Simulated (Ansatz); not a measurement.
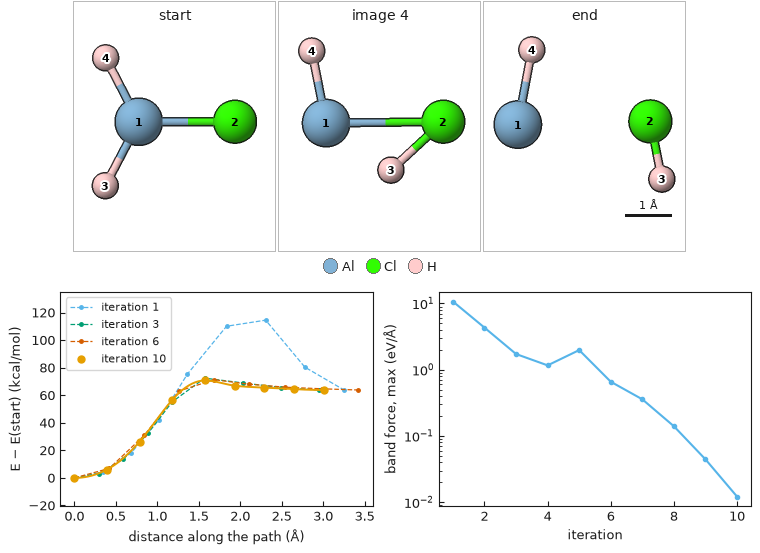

A search for the minimum-energy path of AlH2Cl by the nudged elastic band. Images are numbered from 0 (start) to 8 (end). The plot follows the band through its iterations. Style: ball-and-stick. Shown face on.

The calculation used RKS PBE0/def2-SVP (Ansatz 0.2.0).

Input file:
```yaml
crystal:
  periodic: [false, false, false]
  atoms:
    - { symbol: Al, position_ang: [0.459583, 0.0, 0.120805] }
    - { symbol: Cl, position_ang: [0.81913, 0.0, 2.196839] }
    - { symbol: H, position_ang: [1.714332, 0.0, -0.837403] }
    - { symbol: H, position_ang: [-1.046045, 0.0, -0.356042] }
basis:
  gaussian: { orbitals: def2-SVP }
hamiltonian:
  xc: pbe0
neb:
  order_check: false
  images: 7
  f_tol: 0.03
  max_iterations: 60
  final_atoms:
    - { symbol: Al, position_ang: [-0.4288575, 0.0, -1.02369033] }
    - { symbol: Cl, position_ang: [1.3685222, 0.0, 1.25283301] }
    - { symbol: H, position_ang: [2.50426019, 0.0, 0.64158435] }
    - { symbol: H, position_ang: [-1.49692489, 0.0, 0.25347196] }
  initial_path:
    images:
      - { positions_ang: [[0.459583, 0.0, 0.120805], [0.81913, 0.0, 2.196839], [1.714332, 0.0, -0.837403], [-1.046045, 0.0, -0.356042]] }
      - { positions_ang: [[0.34460953, 0.0, 0.09073846], [0.99934027, 0.0, 2.1176379], [1.72562738, 0.0, -0.62265466], [-1.12257717, 0.0, -0.46152271]] }
      - { positions_ang: [[0.22963606, 0.0, 0.06067193], [1.17955053, 0.0, 2.0384368], [1.73692275, 0.0, -0.40790631], [-1.19910934, 0.0, -0.56700341]] }
      - { positions_ang: [[0.11466259, 0.0, 0.03060539], [1.3597608, 0.0, 1.95923569], [1.74821813, 0.0, -0.19315797], [-1.27564151, 0.0, -0.67248412]] }
      - { positions_ang: [[-0.00031088, 0.0, 0.00053886], [1.53997106, 0.0, 1.88003459], [1.7595135, 0.0, 0.02159037], [-1.35217368, 0.0, -0.77796482]] }
      - { positions_ang: [[-0.10744754, 0.0, -0.25551844], [1.49710884, 0.0, 1.7232342], [1.94570017, 0.0, 0.17658887], [-1.38836148, 0.0, -0.52010563]] }
      - { positions_ang: [[-0.21458419, 0.0, -0.51157574], [1.45424663, 0.0, 1.5664338], [2.13188685, 0.0, 0.33158736], [-1.42454928, 0.0, -0.26224643]] }
      - { positions_ang: [[-0.32172085, 0.0, -0.76763303], [1.41138441, 0.0, 1.40963341], [2.31807352, 0.0, 0.48658586], [-1.46073708, 0.0, -0.00438723]] }
      - { positions_ang: [[-0.4288575, 0.0, -1.02369033], [1.3685222, 0.0, 1.25283301], [2.50426019, 0.0, 0.64158435], [-1.49692489, 0.0, 0.25347196]] }
```

Command:
```bash
ansatz run input.yaml --threads 1 --pin off --max-ram 2048MiB --backend cpu --events-out ev --progress --plain --runs-dir out
```

> Judge this run.

The result is final at these settings. The band converged in 10 iterations. The largest component of the band force went from 11 to 0.012 eV/Å. The climbing image converged on the top of the path. Its vibrational analysis gives one imaginary mode (790i cm⁻¹), as a transition state must have. The first iteration put the highest image at 114.5 kcal/mol. The energy climbs by 70.8 kcal/mol to image 4 and then falls by 6.9 kcal/mol, so the end point sits at +63.8 kcal/mol.

The run took 69 s on 1 thread of Arm Neoverse V1 (shared host), peak memory 0.09 GiB.
